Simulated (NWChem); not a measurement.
# singlet CH5BN+: levels of theory compared

Aim: a comparison of 6 runs (HF/def2-SVPD, M06-2X/def2-SVPD, B3LYP/6-31G*, B3LYP/def2-SVPD, SVWN5/def2-SVPD, CCSD(T)/def2-SVPD) of singlet CH5BN+. 

The results are computed with NWChem 7.3.0.

4 further runs of the same task are left out: 2 that didn't finish, 2 set aside as unsound or not needed.

## (1) The structure to begin with

CH5BN+ has 8 atoms, charge +1, and is taken as a singlet. As SMILES of the parent species, `B[N]C`. The coordinates come from a PBE0-D4/def2-TZVP relaxation. That shape belongs to the parent species and isn't relaxed for this state.

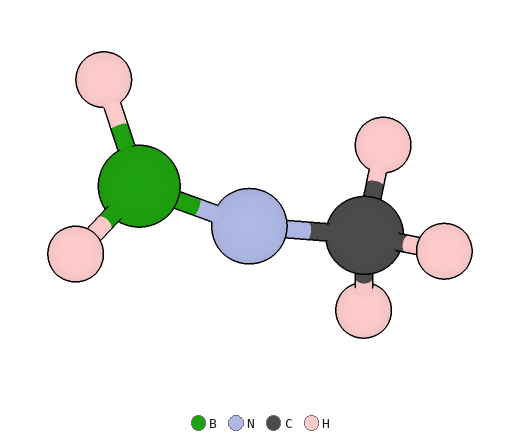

Viewed from a chosen angle; boron green, nitrogen light blue, carbon dark grey, hydrogen pink.

## (2) The energy at HF/def2-SVPD (run 1)

The input, ch5bn.nw:

```
start ch5bn
memory 2200 mb
charge 1
geometry noautosym nocenter noautoz
 B       -0.373900       1.096100      -0.965000
 N        0.058500       0.275600      -0.008700
 C        0.339600      -0.835900       0.776800
 H       -1.007800       0.632300      -1.885400
 H       -0.143000       2.276400      -0.921600
 H       -0.096400      -0.755000       1.778600
 H        1.416200      -1.018200       0.865300
 H       -0.101000      -1.728600       0.304400
end
basis spherical bse
 * library def2-SVPD
end
scf
 thresh 1e-08
 maxiter 80
 print low
end
task scf energy
```

Run with:

```bash
nwchem ch5bn.nw > ch5bn.out
```

The log of the run:

```text
[...]
  functions       =   100
[...]
  wavefunction    = RHF
[...]
         Total SCF energy =   -119.443026032556
      One-electron energy =   -280.518994935427
      Two-electron energy =     97.217318965718
 Nuclear repulsion energy =     63.858649937153
        Time for solution =     18.4s
 Task  times  cpu:       18.6s     wall:       18.6s
[...]
```

It took 20 s on 1 thread of Intel Xeon 6975P-C (Granite Rapids), shared host; peak memory 0.1 GiB.

## (3) A single-point energy at M06-2X/def2-SVPD (run 2)

The input, job.nw:

```
START job
memory stack 880 mb heap 220 mb global 1100 mb
charge 1
GEOMETRY units angstrom noautosym nocenter noautoz
   B       -0.373900       1.096100      -0.965000
   N        0.058500       0.275600      -0.008700
   C        0.339600      -0.835900       0.776800
   H       -1.007800       0.632300      -1.885400
   H       -0.143000       2.276400      -0.921600
   H       -0.096400      -0.755000       1.778600
   H        1.416200      -1.018200       0.865300
   H       -0.101000      -1.728600       0.304400
END
BASIS spherical bse
   * library def2-SVPD
END
DFT
   xc m06-2x
   grid fine
   convergence energy 1e-08
   iterations 100
   mulliken
   print low
END
TASK dft energy
```

Run with:

```bash
nwchem job.nw > job.out
```

The log of the run:

```text
[...]
 d= 0,ls=0.0,diis     1   -119.9762204496 -1.84D+02  1.88D-02  1.34D+00     2.3
[...]
 d= 0,ls=0.0,diis    12   -120.1671187817 -1.06D-09  3.35D-07  2.41D-10    24.2
         Total DFT energy =     -120.167118781702
      One electron energy =     -281.009883486217
           Coulomb energy =      114.728050360016
    Exchange-Corr. energy =      -17.743935592654
 Nuclear repulsion energy =       63.858649937153
[...]
      Total Density - Mulliken Population Analysis
     ---------------------------------------------
    Atom       Charge   Shell Charges
 -----------   ------   -------------------------------------------------------
    1 B    5     5.46   1.99  0.89  0.21 -0.05  1.67  0.66  0.05  0.03
    2 N    7     7.13   1.99  1.10  0.47 -0.08  2.25  1.18  0.02  0.20
    3 C    6     5.46   1.99  0.91 -0.23  0.06  2.13  0.60  0.04 -0.04
    4 H    1     0.64   0.66 -0.02  0.02 -0.01
    5 H    1     0.63   0.68 -0.04  0.02 -0.02
    6 H    1     0.91   0.73  0.12  0.02  0.04
    7 H    1     0.91   0.73  0.12  0.02  0.04
    8 H    1     0.87   0.68  0.11  0.03  0.05
[...]
```

It took 25 s on 1 thread of Intel Xeon 6975P-C (Granite Rapids), shared host; peak memory 0.12 GiB.

Runs 3 to 5 aren't shown in full; the table further down has their settings and results.

## (4) The energy at CCSD(T)/def2-SVPD (run 6)

The input, mol.nw:

```
START mol
memory 2200 mb
charge 1

GEOMETRY units angstroms noautosym nocenter noautoz
B       -0.373900       1.096100      -0.965000
N        0.058500       0.275600      -0.008700
C        0.339600      -0.835900       0.776800
H       -1.007800       0.632300      -1.885400
H       -0.143000       2.276400      -0.921600
H       -0.096400      -0.755000       1.778600
H        1.416200      -1.018200       0.865300
H       -0.101000      -1.728600       0.304400
END

BASIS spherical bse
* library def2-SVPD
END

SCF
singlet
rhf
thresh 1e-08
maxiter 80
print low
END

CCSD
freeze core 3
maxiter 60
END

TASK ccsd(t)
```

Run with:

```bash
nwchem mol.nw > mol.out
```

The log of the run:

```text
[...]
  functions       =   100
[...]
  wavefunction    = RHF
[...]
         Total SCF energy =   -119.443026032556
      One-electron energy =   -280.518994935427
      Two-electron energy =     97.217318965718
 Nuclear repulsion energy =     63.858649937153
        Time for solution =     12.9s
[...]
 Total MP2 energy:           -119.824150580136006
[...]
             energy      energy      error      ampl     ampl      Block
                                                time     time      time
[...]
 Total CCSD energy:           -119.875197169484736
[...]
 Total CCSD+T(CCSD) energy:           -119.896961297580404
[...]
 Total CCSD(T) energy:                -119.894168948446421
[...]
```

It took 2.5 min on 1 thread of Intel Xeon 6975P-C (Granite Rapids), shared host; peak memory 0.26 GiB.

## (5) The series

```tsv
run	level	iteration cap	module	energy (Eh)	wall time
1	HF/def2-SVPD	80	scf	-119.443026	20 s
2	M06-2X/def2-SVPD	100	dft	-120.167119	25 s
3	B3LYP/6-31G* (spherical functions)	100	dft	-120.333580	15 s
4	B3LYP/def2-SVPD	100	dft	-120.250059	20 s
5	SVWN5/def2-SVPD	100	dft	-119.124897	11 s
6	CCSD(T)/def2-SVPD	80	ccsd(t)	-119.894169	2.5 min
```

## (6) Outcome

| quantity | value |
| --- | --- |
| run 6: total energy | -119.89417 Eh |
| run 6: correlation energy (3 core orbitals frozen) | -451.1 mEh |
| run 6: (T) correction | -18.97 mEh |

**Reading.** Over runs 3, 4, 5 the HOMO–LUMO gap runs from 1.28 eV (SVWN5/def2-SVPD) to 3.21 eV (B3LYP/def2-SVPD). Totals of different functionals can't be ranked against each other. All runs together took 4 min, the longest 2.5 min.
